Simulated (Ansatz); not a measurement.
The reference is GaAs in the zinc blende structure (space group F-43m, No. 216; a = 5.7456 Å).

The change: a fraction x = 0.25 of the As sites is given to P, ordered in a cell of 8 atoms (starting symmetry Amm2) and fully relaxed.

Level of theory: Ansatz (a first-principles code), PBE, PAW, cutoff 420 eV, without spin-orbit coupling.

The zone is the changed cell's own and can be folded.

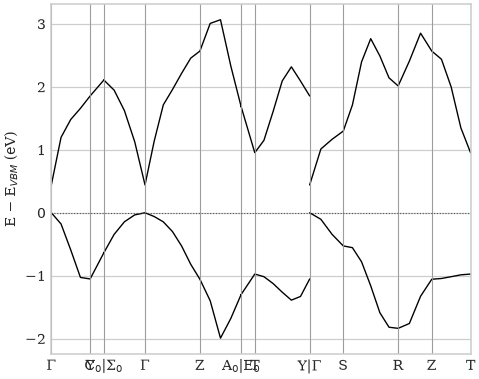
Fig. 1. Highest valence and lowest conduction band along the path of the changed cell's own zone

Task: Read the changed gap and its character from the plot.

Result: About 0.4 eV, direct at Γ.

These are small ordered cells, not random alloys; other orderings at the same x differ. No phonon test of stability was made. Labels are those of the standard path for the cell's own space group.
